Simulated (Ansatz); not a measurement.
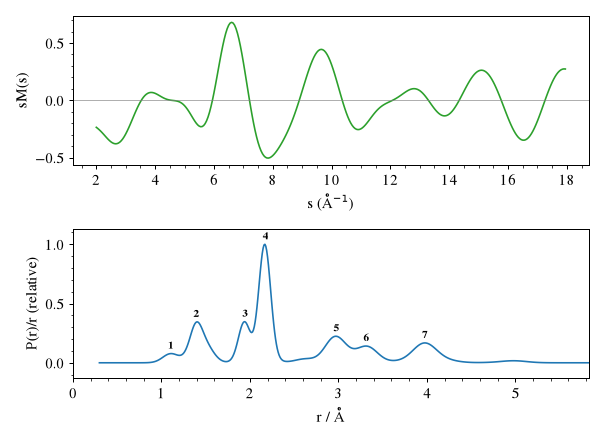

Simulated gas electron diffraction: reduced molecular intensity sM(s) from the Debye equation in the first Born approximation (top) and the radial distribution curve (bottom) of CH₅BSSi. Each pair of atoms contributes with weight ZᵢZⱼ/r; damping constant 0.001 Å²; vibrational amplitudes assumed, not computed: 0.05 Å for bonds, 0.078 Å for bonds to H, 0.06 + 0.015 r up to 0.15 Å for other pairs. The geometry is the end point of an optimisation (Ansatz 0.2.0, UKS LDA/def2-SVP); it may be a saddle point or a higher isomer.

Q: Read the positions of the numbered peaks and name the main pairs (– for bonds).

A: Peak 1, 1.11 Å: C–H 1.10–1.11 Å (×2)
Peak 2, 1.40 Å: S–H 1.37 Å, C–B 1.39 Å, Si–H 1.50–1.51 Å (×2), not resolved
Peak 3, 1.94 Å: Si–B 1.94 Å
Peak 4, 2.17 Å: S–Si 2.17 Å
Peak 5, 2.97 Å: B···H 2.92–2.96 Å (×3), S···H 2.93–3.09 Å (×2), S···B 2.97 Å, not resolved; in its flanks Si···H 2.62 Å
Peak 6, 3.31 Å: Si···C 3.32 Å
Peak 7, 3.98 Å: S···C 3.95 Å, Si···H 4.00–4.05 Å (×2), S···H 4.06 Å, not resolved
